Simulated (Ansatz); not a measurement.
**BH3Cl− (SMILES [BH3-]Cl): the energy, rung by rung**

BH3Cl− has 5 atoms, charge -1, and is taken as a singlet. As SMILES, `[BH3-]Cl`. The coordinates come from a GFN2-xTB relaxation.

```
atom    x (Å)    y (Å)    z (Å)
   B   0.0824  -0.0479   0.1359
  Cl  -0.8459   0.4965  -1.3970
   H   1.2231  -0.2546  -0.2031
   H  -0.4601  -1.0514   0.5327
   H   0.0005   0.8574   0.9314
```

Each level gives the energy change with the B1–H5 bond stretched from 1.208 to 1.510 Å (eV). The values are calculated.

```csv
level,kind,program,value (eV),less FCI/STO-3G
HF/STO-3G (restricted),Hartree–Fock,Ansatz,1.19,+0.30
BLYP/STO-3G (restricted),GGA,Ansatz,0.84,-0.05
r2SCAN/STO-3G (restricted),meta-GGA,Ansatz,0.95,+0.06
PBE0/STO-3G (restricted),global hybrid,Ansatz,0.99,+0.10
wB97M-V/STO-3G (restricted),range-separated hybrid,Ansatz,0.99,+0.10
RPA@PBE/STO-3G (restricted),RPA,Ansatz,0.83,-0.06
MP2/STO-3G (restricted),perturbation theory,Ansatz,1.00,+0.11
CCSD/STO-3G (restricted),coupled cluster or CI,Ansatz,0.89,0.00
FCI/STO-3G,exact in the basis,Ansatz,0.89,0.00
```

FCI/STO-3G is exact within its basis and frozen core, so for wave-function methods in that basis the difference is their error; functionals converge differently with the basis, so for them it is only a difference. Sets without diffuse functions describe the anion poorly. The first shape isn't each level's own minimum. The values span 0.83 to 1.19 eV. All rows use very small basis sets, so even the best lies far from the true value.

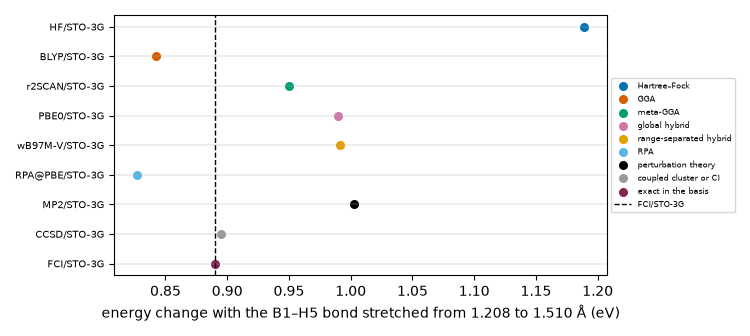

The values of the table, level by level.
